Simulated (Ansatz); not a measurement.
# BCl2F (dichlorofluoroborane) at r2SCAN0/STO-3G

What is the energy change on altering one bond length of BCl2F (dichlorofluoroborane) at r2SCAN0/STO-3G? 

Program for the calculation: Ansatz 0.2.0.

67 further runs of the same task are left out: 4 that didn't finish, 63 set aside as unsound or not needed.

**1. The molecule**

The species is BCl2F (4 atoms), meant as a singlet with charge 0. As SMILES, `FB(Cl)Cl`. The coordinates come from a PBE0-D4/def2-TZVP relaxation.

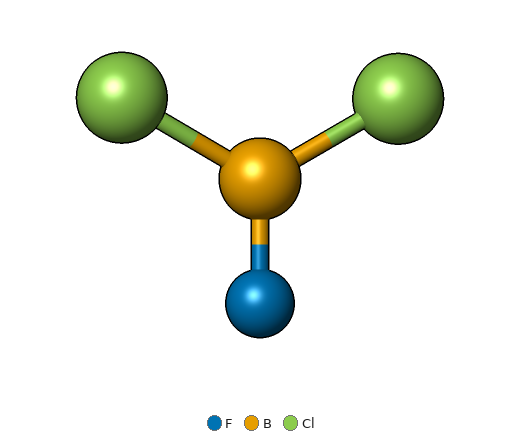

The structure, seen from a chosen angle (fluorine blue, boron amber, chlorine green).

**2. A single-point energy at r2SCAN0/STO-3G**

Input file input.yaml:

```yaml
basis:
  gaussian:
    orbitals: STO-3G
crystal:
  periodic: [false, false, false]
  atoms:
    - {symbol: F, position_ang: [0.114370, -1.165320, -0.781190]}
    - {symbol: B, position_ang: [0.007910, -0.080610, -0.054040]}
    - {symbol: Cl, position_ang: [-1.549540, 0.373780, 0.571420]}
    - {symbol: Cl, position_ang: [1.427260, 0.872140, 0.263810]}
accuracy: high
hamiltonian:
  xc: {name: r2SCAN0}
```

The run is started by

```bash
$ ansatz run input.yaml --threads 1 --pin off --max-ram 3480MiB --events-out events.jsonl --progress --plain --runs-dir runs
```

Standard output:

```text
Warning: RAYON_NUM_THREADS=1 ignored (pool sized by the plan → 1); use --threads N
Functional definition: r2SCAN0
  name "r2SCAN0"
  parameter a = 0.25
  parameter k0 = 0.174
  parameter k1 = 0.065
  parameter a1 = 4.9479
  exchange = (1 - a)*r2scan_x(k0 = k0, k1 = k1, a1 = a1) + a*exact_x
  correlation = r2scan_c
522 factors; integrals over basis functions are off by at most 3.1e-8 eV
mean field evaluation 1: about -28118.9884 eV, gradient 2.3e1 eV
mean field evaluation 2: about -28119.3183 eV, gradient 2.4e1 eV
mean field evaluation 4: about -28121.1266 eV, gradient 5.2e-1 eV
mean field evaluation 8: about -28121.1229 eV, gradient 1.2e-3 eV
mean field evaluation 16: about -28121.1229 eV, gradient 4.7e-8 eV
mean field -28121.12292539 eV, -1033.4322063265 hartree, gradient 4.7e-8 eV, S^2 0.000000; 0 other end points of the search recorded, 0 dependent functions left out
reference -28121.12292560 eV, -1033.4322063339 hartree; 24, 24 occupied and 4, 4 virtual orbitals, 522 factors
Total energy: -28121.12292560 eV, -1033.4322063339 hartree
```

Run time: 3.9 s. Hardware: 1 thread of Arm Neoverse V1, shared host; peak memory 0.15 GiB.

**3. The distorted shape**

Input file run.yaml:

```yaml
crystal:
  periodic: [false, false, false]
  atoms:
    - {symbol: F, position_ang: [0.140987, -1.436518, -0.962991]}
    - {symbol: B, position_ang: [0.007910, -0.080610, -0.054040]}
    - {symbol: Cl, position_ang: [-1.549540, 0.373780, 0.571420]}
    - {symbol: Cl, position_ang: [1.427260, 0.872140, 0.263810]}
basis:
  gaussian:
    orbitals: STO-3G
hamiltonian:
  xc: {name: r2SCAN0}
accuracy: high
```

The run is started by

```bash
$ ansatz run run.yaml --threads 1 --pin off --max-ram 3480MiB --events-out events.jsonl --progress --plain --runs-dir runs
```

Standard output, shortened:

```text
Warning: RAYON_NUM_THREADS=1 ignored (pool sized by the plan → 1); use --threads N
[... 8 set-up lines as earlier in the session ...]
520 factors; integrals over basis functions are off by at most 3.8e-8 eV
mean field evaluation 1: about -28115.9179 eV, gradient 2.9e1 eV
mean field evaluation 2: about -28104.5358 eV, gradient 7.5e1 eV
mean field evaluation 4: about -28119.2144 eV, gradient 2.2e0 eV
mean field evaluation 8: about -28119.2104 eV, gradient 2.4e-2 eV
mean field evaluation 16: about -28119.2104 eV, gradient 2.5e-7 eV
mean field -28119.21035794 eV, -1033.3619207690 hartree, gradient 2.2e-8 eV, S^2 0.000000; 0 other end points of the search recorded, 0 dependent functions left out
reference -28119.21035814 eV, -1033.3619207763 hartree; 24, 24 occupied and 4, 4 virtual orbitals, 520 factors
Total energy: -28119.21035814 eV, -1033.3619207763 hartree
```

Wall time 4.2 s (1 thread of Arm Neoverse V1, shared host); peak memory 0.15 GiB.

**4. Outcome**

At r2SCAN0/STO-3G:

```
                                                         quantity           value
                                        first shape: total energy  -1033.43221 Eh
                                    distorted shape: total energy  -1033.36192 Eh
energy change with the F1–B2 bond stretched from 1.310 to 1.638 Å        1.913 eV
```

With the F1–B2 bond stretched from 1.310 to 1.638 Å the energy rises by 1.91 eV (44 kcal/mol). The first shape isn't relaxed at this level, so the change isn't measured from a minimum. The minimal basis adds a large error of its own.
